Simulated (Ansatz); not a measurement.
**SiH3+ (triplet): from Hartree-Fock to the top rungs at distance Si1–H3 = 5.866 Å, cc-pVDZ, part 1 of 2**

How much of the correlation energy of SiH3+ (triplet) does each wave-function method recover here?

Computed with Ansatz 0.2.0, Gaussian basis. Level: cc-pVDZ, core rule «outside noble gas», up to 5 orbitals frozen.

Plan: UHF; CCSD(T) on ROHF; CCSD(T) on UHF; BCCD(T) on ROHF; CISD; CCSDT(Q) on ROHF; CCSDT(Q) on UHF; CASSCF and MRCISD+Q, 4 electrons in 4 orbitals; CASSCF and NEVPT2, 4 electrons in 4 orbitals; CASSCF and MRCISD+Q, 6 electrons in 7 orbitals; CASSCF and MRCISD+Q(relaxed), 6 electrons in 7 orbitals; CASSCF and NEVPT2, 6 electrons in 7 orbitals; Full CI.

15 further runs of the same task are left out: 11 that didn't finish, 4 set aside as unsound or not needed.

### Step 1. What is computed

The geometry derives from a PBE0/def2-TZVP stationary point (not a proven minimum). One bond is set to the value named and the two fragments are kept rigid.

4 atoms, charge 1, spin multiplicity 3.

Atoms are counted from 1 here; the program's logs count them from 0.

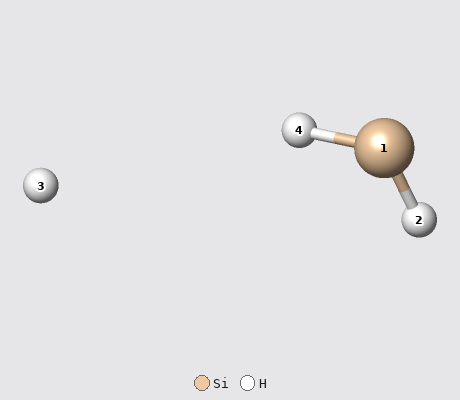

The structure; silicon light orange, hydrogen white; atoms are numbered from 1 in the order of the file.

In the tables R marks a restricted open-shell determinant and U an unrestricted one; 'pair' is the active space of 4 electrons in 4 orbitals; 'valence' is the active space of 6 electrons in 7 orbitals; energies count from the table's Hartree-Fock row.

### Step 2. UHF

The input, in.yaml:

```yaml
crystal:
  periodic: [false, false, false]
  atoms:
    - {symbol: Si, position_ang: [-0.035055, 0.099361, -0.205349]}
    - {symbol: H, position_ang: [-0.035055, -1.193786, -0.950081]}
    - {symbol: H, position_ang: [1.486218, -1.276791, 5.290275]}
    - {symbol: H, position_ang: [-0.474376, -0.298051, 1.381705]}
basis:
  gaussian: {orbitals: cc-pVDZ}
total_charge: 1
magnetization: {spin_polarized: true, initial_magnetization: 2}
hamiltonian: {xc: hf}
output: {orbitals: {seedname: orbitals}}
```

Command:

```bash
$ ansatz run in.yaml --threads 1 --pin off --events-out ev --progress --plain --max-ram 2393MiB
```

What it wrote:

```text
Functional definition: HF
  name "HF"
  cite "Fock, Z. Phys. 61, 126 (1930) doi:10.1007/BF01340294"
  parent pbe
  exchange = exact_x
  correlation = 0
314 factors; integrals over basis functions are off by at most 1.2e-3 eV
mean field evaluation 1: about -7890.5009 eV, gradient 7.8e0 eV
mean field evaluation 2: about -7890.5036 eV, gradient 7.8e0 eV
mean field evaluation 4: about -7896.7180 eV, gradient 5.1e0 eV
mean field evaluation 8: about -7897.0456 eV, gradient 2.9e-1 eV
mean field evaluation 16: about -7894.3634 eV, gradient 8.6e-1 eV
mean field -7897.04787988 eV, -290.2111567744 hartree, gradient 2.2e-5 eV, S^2 2.014926; 0 other end points of the search recorded, 0 dependent functions left out
reference -7897.04787988 eV, -290.2111567744 hartree; 9, 7 occupied and 24, 26 virtual orbitals, 314 factors
Total energy: -7897.04787988 eV, -290.2111567744 hartree
```

Run time: 0.24 s. Hardware: 1 thread of AMD EPYC 7B13, shared host.

From the report: ⟨S²⟩ of the determinant 2.015 (pure triplet: 2.00).

### Step 3. CCSD(T) on ROHF

in.yaml, as its differences from that of step 2:

```diff
@@ -10,4 +10,4 @@
 total_charge: 1
-magnetization: {spin_polarized: true, initial_magnetization: 2}
-hamiltonian: {xc: hf}
-output: {orbitals: {seedname: orbitals}}
+magnetization: {spin_polarized: false, initial_magnetization: 2}
+correlation: {method: ccsd_t, electrons: outside_noble_gas}
+output: {forces: true}
```

The command is unchanged.

What it wrote:

```text
Functional definition: HF
  name "HF"
  cite "Fock, Z. Phys. 61, 126 (1930) doi:10.1007/BF01340294"
  parent pbe
  exchange = exact_x
  correlation = 0
314 factors; integrals over basis functions are off by at most 1.2e-3 eV
mean field evaluation 1: about -7890.5234 eV, gradient 8.6e0 eV
mean field evaluation 2: about -7890.5258 eV, gradient 8.6e0 eV
mean field evaluation 4: about -7896.7373 eV, gradient 5.9e0 eV
mean field evaluation 8: about -7896.9771 eV, gradient 1.1e-1 eV
mean field evaluation 16: about -7896.7376 eV, gradient 5.9e0 eV
mean field evaluation 32: about -7894.1772 eV, gradient 1.5e-1 eV
mean field evaluation 64: about -7896.9769 eV, gradient 2.0e-2 eV
mean field evaluation 96: about -7889.2358 eV, gradient 1.2e0 eV
mean field -7896.97695410 eV, -290.2085503001 hartree, gradient 2.6e-6 eV, S^2 2.000000; 1 other end points of the search recorded, 0 dependent functions left out
mean field evaluation 128: about -7896.9644 eV, gradient 2.5e0 eV
determinant -7896.97695410 eV, -290.2085503001 hartree, with singles and doubles -7899.37652692 eV, -290.2967329746 hartree
determinant -7894.17814650 eV, -290.1056960177 hartree, with singles and doubles -7897.07286954 eV, -290.2120751275 hartree
5 core orbitals not correlated: weight in the atoms' cores, before any rotation towards them, 1.000 or more for the frozen orbitals, at most 0.000 for the correlated occupied ones
reference -7896.97695410 eV, -290.2085503001 hartree; 4, 2 occupied and 24, 26 virtual orbitals, 314 factors
second order -1.73843156 eV of doubles, -0.03283707 eV of singles
cycle   1  -2.38570817 eV  change   -7.5e-2 eV  update   1.4e-2
cycle   2  -2.39084117 eV  change   -5.1e-3 eV  update   4.5e-3
cycle   3  -2.39393925 eV  change   -3.1e-3 eV  update   1.5e-3
cycle   4  -2.39503253 eV  change   -1.1e-3 eV  update   6.9e-4
cycle   5  -2.39546955 eV  change   -4.4e-4 eV  update   3.7e-4
cycle   6  -2.39554778 eV  change   -7.8e-5 eV  update   1.6e-4
cycle   7  -2.39550189 eV  change    4.6e-5 eV  update   7.3e-5
cycle   8  -2.39547769 eV  change    2.4e-5 eV  update   3.0e-5
cycle   9  -2.39547703 eV  change    6.6e-7 eV  update   9.7e-6
cycle  10  -2.39547787 eV  change   -8.4e-7 eV  update   3.2e-6
cycle  11  -2.39547780 eV  change    6.2e-8 eV  update   1.2e-6
perturbative correction -0.04791935 eV, -0.0017610038 hartree
the calculation of the forces begins
Total energy: -7899.42035126 eV, -290.2983434895 hartree
Atom 0 at    -0.035055     0.099361    -0.205349 Å, force    -0.719595    -1.030797     2.381428 eV/Å
Atom 1 at    -0.035055    -1.193786    -0.950081 Å, force     0.142243     0.089690    -0.536304 eV/Å
Atom 2 at     1.486218    -1.276791     5.290275 Å, force    -0.000366     0.000214    -0.000854 eV/Å
Atom 3 at    -0.474376    -0.298051     1.381705 Å, force     0.577719     0.940894    -1.844269 eV/Å
Dipole moment:    -0.080319     0.115000    -0.334737 e Å
```

It took 1.1 s on 1 thread of AMD EPYC 7B13, shared host.

From the report: correlation -2.4434 eV; T1 0.025; largest double amplitude 0.06.

### Step 4. CCSD(T) on UHF

in.yaml, as its differences from that of step 3:

```diff
@@ -10,3 +10,3 @@
 total_charge: 1
-magnetization: {spin_polarized: false, initial_magnetization: 2}
+magnetization: {spin_polarized: true, initial_magnetization: 2}
 correlation: {method: ccsd_t, electrons: outside_noble_gas}
```

Launched as before.

What it wrote:

```text
Functional definition: HF
  name "HF"
  cite "Fock, Z. Phys. 61, 126 (1930) doi:10.1007/BF01340294"
  parent pbe
  exchange = exact_x
  correlation = 0
314 factors; integrals over basis functions are off by at most 1.2e-3 eV
mean field evaluation 1: about -7890.5009 eV, gradient 7.8e0 eV
mean field evaluation 2: about -7890.5036 eV, gradient 7.8e0 eV
mean field evaluation 4: about -7896.7180 eV, gradient 5.1e0 eV
mean field evaluation 8: about -7897.0456 eV, gradient 2.9e-1 eV
mean field evaluation 16: about -7896.9656 eV, gradient 2.4e0 eV
mean field evaluation 32: about -7894.3925 eV, gradient 4.4e-1 eV
mean field evaluation 64: about -7897.0478 eV, gradient 2.4e-2 eV
mean field evaluation 96: about -7893.8903 eV, gradient 1.5e-2 eV
mean field evaluation 128: about -7893.1083 eV, gradient 2.0e-2 eV
mean field -7897.04787988 eV, -290.2111567744 hartree, gradient 6.8e-6 eV, S^2 2.014926; 3 other end points of the search recorded, 0 dependent functions left out
determinant -7897.04787988 eV, -290.2111567744 hartree, with singles and doubles -7899.37524957 eV, -290.2966860328 hartree
determinant -7894.36283580 eV, -290.1124832244 hartree, with singles and doubles -7897.04148900 eV, -290.2109219139 hartree
determinant -7893.89032693 eV, -290.0951188437 hartree, with singles and doubles -7895.77780782 eV, -290.1644824869 hartree
determinant -7893.57820364 eV, -290.0836485241 hartree, with singles and doubles -7896.21185261 eV, -290.1804333388 hartree
5 core orbitals not correlated: weight in the atoms' cores, before any rotation towards them, 1.000 or more for the frozen orbitals, at most 0.000 for the correlated occupied ones
reference -7897.04787988 eV, -290.2111567744 hartree; 4, 2 occupied and 24, 26 virtual orbitals, 314 factors
second order -1.70552835 eV of doubles, -0.00000000 eV of singles
cycle   1  -2.32746962 eV  change   -1.0e-4 eV  update   4.3e-4
cycle   2  -2.32760640 eV  change   -1.4e-4 eV  update   3.0e-4
cycle   3  -2.32762494 eV  change   -1.9e-5 eV  update   1.2e-4
cycle   4  -2.32762082 eV  change    4.1e-6 eV  update   6.7e-5
cycle   5  -2.32766691 eV  change   -4.6e-5 eV  update   2.9e-5
cycle   6  -2.32767698 eV  change   -1.0e-5 eV  update   1.1e-5
cycle   7  -2.32766419 eV  change    1.3e-5 eV  update   4.2e-6
cycle   8  -2.32765839 eV  change    5.8e-6 eV  update   1.1e-6
perturbative correction -0.04532951 eV, -0.0016658287 hartree
the calculation of the forces begins
Total energy: -7899.42086778 eV, -290.2983624713 hartree
Atom 0 at    -0.035055     0.099361    -0.205349 Å, force    -0.719277    -1.030604     2.380225 eV/Å
Atom 1 at    -0.035055    -1.193786    -0.950081 Å, force     0.142198     0.089874    -0.536013 eV/Å
Atom 2 at     1.486218    -1.276791     5.290275 Å, force    -0.000366     0.000214    -0.000854 eV/Å
Atom 3 at    -0.474376    -0.298051     1.381705 Å, force     0.577445     0.940517    -1.843358 eV/Å
Dipole moment:    -0.080324     0.115108    -0.334652 e Å
```

It took 1.2 s on 1 thread of AMD EPYC 7B13, shared host.

From the report: ⟨S²⟩ of the determinant 2.015 (pure triplet: 2.00); correlation -2.3730 eV; T1 0.017; largest double amplitude 0.06.

### Step 5. BCCD(T) on ROHF

in.yaml, as its differences from that of step 4:

```diff
@@ -10,4 +10,3 @@
 total_charge: 1
-magnetization: {spin_polarized: true, initial_magnetization: 2}
-correlation: {method: ccsd_t, electrons: outside_noble_gas}
-output: {forces: true}
+magnetization: {spin_polarized: false, initial_magnetization: 2}
+correlation: {method: bccd_t, electrons: outside_noble_gas}
```

Launched as before.

What it wrote:

```text
Functional definition: HF
  name "HF"
  cite "Fock, Z. Phys. 61, 126 (1930) doi:10.1007/BF01340294"
  parent pbe
  exchange = exact_x
  correlation = 0
314 factors; integrals over basis functions are off by at most 1.2e-3 eV
mean field evaluation 1: about -7890.5234 eV, gradient 8.6e0 eV
mean field evaluation 2: about -7890.5258 eV, gradient 8.6e0 eV
mean field evaluation 4: about -7896.7373 eV, gradient 5.9e0 eV
mean field evaluation 8: about -7896.9771 eV, gradient 1.1e-1 eV
mean field evaluation 16: about -7896.7376 eV, gradient 5.9e0 eV
mean field evaluation 32: about -7894.1772 eV, gradient 1.5e-1 eV
mean field evaluation 64: about -7896.9769 eV, gradient 2.0e-2 eV
mean field evaluation 96: about -7889.2358 eV, gradient 1.2e0 eV
mean field -7896.97695410 eV, -290.2085503001 hartree, gradient 2.6e-6 eV, S^2 2.000000; 1 other end points of the search recorded, 0 dependent functions left out
mean field evaluation 128: about -7896.9644 eV, gradient 2.5e0 eV
determinant -7896.97695410 eV, -290.2085503001 hartree, with singles and doubles -7899.37652692 eV, -290.2967329746 hartree
determinant -7894.17814650 eV, -290.1056960177 hartree, with singles and doubles -7897.07286954 eV, -290.2120751275 hartree
5 core orbitals not correlated: weight in the atoms' cores, before any rotation towards them, 1.000 or more for the frozen orbitals, at most 0.000 for the correlated occupied ones
reference -7896.97695410 eV, -290.2085503001 hartree; 4, 2 occupied and 24, 26 virtual orbitals, 314 factors
second order -1.73843156 eV of doubles, -0.03283707 eV of singles
cycle   1  -2.38999596 eV  change   -8.0e-2 eV  update   1.5e-2
cycle   2  -2.39291394 eV  change   -2.9e-3 eV  update   5.2e-3
cycle   3  -2.39507903 eV  change   -2.2e-3 eV  update   2.3e-3
cycle   4  -2.39589851 eV  change   -8.2e-4 eV  update   1.2e-3
cycle   5  -2.39590047 eV  change   -2.0e-6 eV  update   5.8e-4
cycle   6  -2.39587254 eV  change    2.8e-5 eV  update   2.7e-4
cycle   7  -2.39583671 eV  change    3.6e-5 eV  update   1.4e-4
cycle   8  -2.39582571 eV  change    1.1e-5 eV  update   5.4e-5
cycle   9  -2.39583237 eV  change   -6.7e-6 eV  update   1.4e-5
cycle  10  -2.39583619 eV  change   -3.8e-6 eV  update   4.3e-6
perturbative correction -0.04794433 eV, -0.0017619218 hartree
Total energy: -7899.42073463 eV, -290.2983575779 hartree
```

Wall time 0.72 s (1 thread of AMD EPYC 7B13, shared host).

From the report: correlation -2.4438 eV; largest double amplitude 0.06.

### Step 6. CISD

in.yaml, as its differences from that of step 5:

```diff
@@ -11,2 +11,2 @@
 magnetization: {spin_polarized: false, initial_magnetization: 2}
-correlation: {method: bccd_t, electrons: outside_noble_gas}
+correlation: {active_space: {ras: {orbitals: [2, 2, 24], electrons: 6, max_holes: 2, max_particles: 2}, fixed_orbitals: true}}
```

The command is unchanged.

What it wrote:

```text
Functional definition: HF
  name "HF"
  cite "Fock, Z. Phys. 61, 126 (1930) doi:10.1007/BF01340294"
  parent pbe
  exchange = exact_x
  correlation = 0
314 factors; integrals over basis functions are off by at most 1.2e-3 eV
mean field evaluation 1: about -7890.5234 eV, gradient 8.6e0 eV
mean field evaluation 2: about -7890.5258 eV, gradient 8.6e0 eV
mean field evaluation 4: about -7896.7373 eV, gradient 5.9e0 eV
mean field evaluation 8: about -7896.9771 eV, gradient 1.1e-1 eV
mean field evaluation 16: about -7894.1788 eV, gradient 4.0e0 eV
mean field -7896.97695410 eV, -290.2085503001 hartree, gradient 2.6e-6 eV, S^2 2.000000; 0 other end points of the search recorded, 0 dependent functions left out
reference -7896.97695410 eV, -290.2085503001 hartree; 9, 7 occupied and 24, 26 virtual orbitals, 314 factors
state -7899.31506833 eV, -290.2944744131 hartree
Total energy: -7899.31506833 eV, -290.2944744131 hartree
```

Wall time 0.36 s (1 thread of AMD EPYC 7B13, shared host).

From the report: 23,248 determinants.

### Step 7. CCSDT(Q) on ROHF

in.yaml, as its differences from that of step 6:

```diff
@@ -11,2 +11,2 @@
 magnetization: {spin_polarized: false, initial_magnetization: 2}
-correlation: {active_space: {ras: {orbitals: [2, 2, 24], electrons: 6, max_holes: 2, max_particles: 2}, fixed_orbitals: true}}
+correlation: {method: ccsdt_q, electrons: outside_noble_gas}
```

Same command.

What it wrote:

```text
Functional definition: HF
  name "HF"
  cite "Fock, Z. Phys. 61, 126 (1930) doi:10.1007/BF01340294"
  parent pbe
  exchange = exact_x
  correlation = 0
568 factors; integrals over basis functions are off by at most 1.6e-7 eV
mean field evaluation 1: about -7890.5234 eV, gradient 8.6e0 eV
mean field evaluation 2: about -7890.5259 eV, gradient 8.6e0 eV
mean field evaluation 4: about -7896.7373 eV, gradient 5.9e0 eV
mean field evaluation 8: about -7896.9772 eV, gradient 1.1e-1 eV
mean field evaluation 16: about -7896.7374 eV, gradient 5.9e0 eV
mean field evaluation 32: about -7894.1772 eV, gradient 1.5e-1 eV
mean field evaluation 64: about -7896.9770 eV, gradient 2.1e-2 eV
mean field evaluation 96: about -7889.2362 eV, gradient 1.1e0 eV
mean field -7896.97696769 eV, -290.2085507995 hartree, gradient 2.6e-6 eV, S^2 2.000000; 1 other end points of the search recorded, 0 dependent functions left out
mean field evaluation 128: about -7896.9646 eV, gradient 2.5e0 eV
determinant -7896.97696769 eV, -290.2085507995 hartree, with singles and doubles -7899.37656071 eV, -290.2967342162 hartree
determinant -7894.17816215 eV, -290.1056965930 hartree, with singles and doubles -7897.07289805 eV, -290.2120761753 hartree
5 core orbitals not correlated: weight in the atoms' cores, before any rotation towards them, 1.000 or more for the frozen orbitals, at most 0.000 for the correlated occupied ones
reference -7896.97696769 eV, -290.2085507995 hartree; 4, 2 occupied and 24, 26 virtual orbitals, 568 factors
second order -1.73846913 eV of doubles, -0.03283728 eV of singles
cycle   1  -2.18330470 eV  change   -4.1e-1 eV  update   5.8e-2
cycle   2  -2.42982138 eV  change   -2.5e-1 eV  update   2.9e-2
cycle   3  -2.45594659 eV  change   -2.6e-2 eV  update   1.1e-2
cycle   4  -2.46267346 eV  change   -6.7e-3 eV  update   4.4e-3
cycle   5  -2.46146715 eV  change    1.2e-3 eV  update   2.2e-3
cycle   6  -2.46171396 eV  change   -2.5e-4 eV  update   1.1e-3
cycle   7  -2.46229524 eV  change   -5.8e-4 eV  update   5.7e-4
cycle   8  -2.46213103 eV  change    1.6e-4 eV  update   2.7e-4
cycle   9  -2.46203763 eV  change    9.3e-5 eV  update   9.6e-5
cycle  10  -2.46210105 eV  change   -6.3e-5 eV  update   3.9e-5
cycle  11  -2.46210404 eV  change   -3.0e-6 eV  update   1.7e-5
cycle  12  -2.46209922 eV  change    4.8e-6 eV  update   8.0e-6
cycle  13  -2.46209149 eV  change    7.7e-6 eV  update   2.7e-6
cycle  14  -2.46209187 eV  change   -3.8e-7 eV  update   9.8e-7
cycle  15  -2.46209266 eV  change   -7.9e-7 eV  update   3.7e-7
cycle  16  -2.46209291 eV  change   -2.4e-7 eV  update   1.5e-7
perturbative correction -0.00066866 eV, -0.0000245727 hartree
Total energy: -7899.43972926 eV, -290.2990556176 hartree
```

It took 3 s on 1 thread of AMD EPYC 7B13, shared host.

From the report: correlation -2.4628 eV; T1 0.026; largest double amplitude 0.06.

### Step 8. CCSDT(Q) on UHF

in.yaml, as its differences from that of step 7:

```diff
@@ -10,3 +10,3 @@
 total_charge: 1
-magnetization: {spin_polarized: false, initial_magnetization: 2}
+magnetization: {spin_polarized: true, initial_magnetization: 2}
 correlation: {method: ccsdt_q, electrons: outside_noble_gas}
```

Launched as before.

What it wrote:

```text
Functional definition: HF
  name "HF"
  cite "Fock, Z. Phys. 61, 126 (1930) doi:10.1007/BF01340294"
  parent pbe
  exchange = exact_x
  correlation = 0
568 factors; integrals over basis functions are off by at most 1.6e-7 eV
mean field evaluation 1: about -7890.5008 eV, gradient 7.8e0 eV
mean field evaluation 2: about -7890.5037 eV, gradient 7.8e0 eV
mean field evaluation 4: about -7896.7181 eV, gradient 5.1e0 eV
mean field evaluation 8: about -7897.0456 eV, gradient 2.9e-1 eV
mean field evaluation 16: about -7896.9655 eV, gradient 2.4e0 eV
mean field evaluation 32: about -7894.3926 eV, gradient 4.4e-1 eV
mean field evaluation 64: about -7897.0477 eV, gradient 4.5e-2 eV
mean field evaluation 96: about -7893.8901 eV, gradient 6.0e-2 eV
mean field evaluation 128: about -7893.1083 eV, gradient 2.5e-2 eV
mean field -7897.04789430 eV, -290.2111573043 hartree, gradient 7.0e-6 eV, S^2 2.014926; 3 other end points of the search recorded, 0 dependent functions left out
determinant -7897.04789430 eV, -290.2111573043 hartree, with singles and doubles -7899.37527335 eV, -290.2966869067 hartree
determinant -7894.36285406 eV, -290.1124838955 hartree, with singles and doubles -7897.04150831 eV, -290.2109226236 hartree
determinant -7893.89036599 eV, -290.0951202790 hartree, with singles and doubles -7895.77784149 eV, -290.1644837243 hartree
determinant -7893.57822426 eV, -290.0836492820 hartree, with singles and doubles -7896.21188466 eV, -290.1804345165 hartree
5 core orbitals not correlated: weight in the atoms' cores, before any rotation towards them, 1.000 or more for the frozen orbitals, at most 0.000 for the correlated occupied ones
reference -7897.04789430 eV, -290.2111573043 hartree; 4, 2 occupied and 24, 26 virtual orbitals, 568 factors
second order -1.70556443 eV of doubles, -0.00000000 eV of singles
cycle   1  -2.11256217 eV  change   -4.1e-1 eV  update   5.7e-2
cycle   2  -2.36287731 eV  change   -2.5e-1 eV  update   2.8e-2
cycle   3  -2.38653493 eV  change   -2.4e-2 eV  update   9.4e-3
cycle   4  -2.39169248 eV  change   -5.2e-3 eV  update   3.4e-3
cycle   5  -2.39110646 eV  change    5.9e-4 eV  update   1.6e-3
cycle   6  -2.39125196 eV  change   -1.5e-4 eV  update   6.3e-4
cycle   7  -2.39160594 eV  change   -3.5e-4 eV  update   2.7e-4
cycle   8  -2.39157134 eV  change    3.5e-5 eV  update   1.4e-4
cycle   9  -2.39148831 eV  change    8.3e-5 eV  update   7.2e-5
cycle  10  -2.39153234 eV  change   -4.4e-5 eV  update   3.4e-5
cycle  11  -2.39153503 eV  change   -2.7e-6 eV  update   1.6e-5
cycle  12  -2.39153166 eV  change    3.4e-6 eV  update   7.3e-6
cycle  13  -2.39152480 eV  change    6.9e-6 eV  update   2.7e-6
cycle  14  -2.39152607 eV  change   -1.3e-6 eV  update   1.1e-6
cycle  15  -2.39152709 eV  change   -1.0e-6 eV  update   3.6e-7
cycle  16  -2.39152729 eV  change   -2.0e-7 eV  update   1.3e-7
perturbative correction -0.00071664 eV, -0.0000263359 hartree
Total energy: -7899.44013823 eV, -290.2990706472 hartree
```

Run time: 3 s. Hardware: 1 thread of AMD EPYC 7B13, shared host.

From the report: ⟨S²⟩ of the determinant 2.015 (pure triplet: 2.00); correlation -2.3922 eV; T1 0.018; largest double amplitude 0.06.

(Continued in part 2 of 2.)
